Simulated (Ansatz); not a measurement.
One crystal and one scan (energy against volume) at two levels, PBE (plane waves to 420 eV, PAW, scalar-relativistic; Ansatz, a quantum-chemistry and plane-wave program) and PBEsol (plane waves to 420 eV, PAW, scalar-relativistic; Ansatz), each from its own relaxed cell and on its own mesh. The cell shown is that of PBE.

Hf (hcp, Mg type)

```
Hf
1.0
    3.20421     0.00000     0.00000
   -1.60210     2.77493     0.00000
    0.00000     0.00000     5.06906
Hf
2
Cartesian
  0.00000   1.84995   3.80179
  1.60210   0.92498   1.26726
```

This relaxed cell (volume V₀) is scaled evenly in all directions, its shape held. Symmetry pins the atoms to their sites.

The energy includes the smearing's −TS. Hf is run without spin polarisation. Hf was relaxed with its symmetry unable to fall. Spin-orbit coupling is left out, though Hf is heavy. With the shape held, the modulus is that of even scaling; a crystal free to change shape is softer. Percentages come from the unrounded values. Both scans cover V/V₀ from 0.900 to 1.100.

| quantity | PBE | PBEsol | PBE − PBEsol |
|---|---|---|---|
| Lattice constant a (Å) | 3.204 | 3.159 | +0.045 (+1.4 %) |
| Lattice constant c (Å) | 5.069 | 5.000 | +0.069 (+1.4 %) |
| Relaxed volume (Å³/atom) | 22.54 | 21.61 | +0.93 (+4.3 %) |
| Pressure at the smallest volume (GPa) | 13.5 | 14.3 | -0.8 (-5 %) |
| Energy cost of the largest compression (meV/atom) | 88 | 89 | -1 (-1 %) |
| Energy cost of the largest expansion (meV/atom) | 65 | 67 | -2 (-2 %) |
| Bulk modulus at fixed cell shape B₀ (third-order Birch-Murnaghan fit) (GPa) | 107.1 | 113.5 | -6.4 (-5.6 %) |
| Pressure derivative B₀′ (fit) | 3.4 | 3.4 | 0.0 |
| Pressure for 5 % compression (fit) (GPa) | 6.0 | 6.3 | -0.3 (-5 %) |

PBE gives the higher value for: lattice constant a; lattice constant c; relaxed volume. PBE gives the lower value for: pressure at the smallest volume; bulk modulus at fixed cell shape B₀; pressure for 5 % compression. They agree on: energy cost of the largest compression (within 1.5 %).

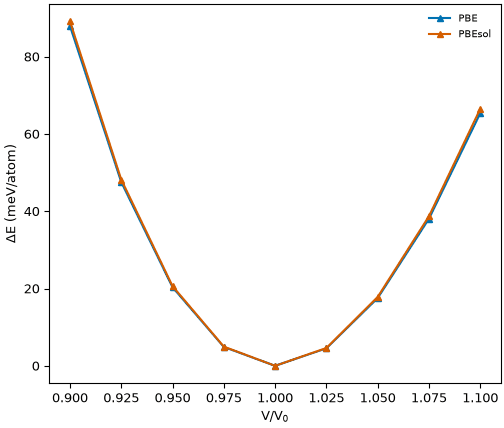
Figure: ΔE, each from the relaxed starting cell of its own level.

(Under strain, the slope of the energy per volume gives the stress and its curvature an elastic modulus.)
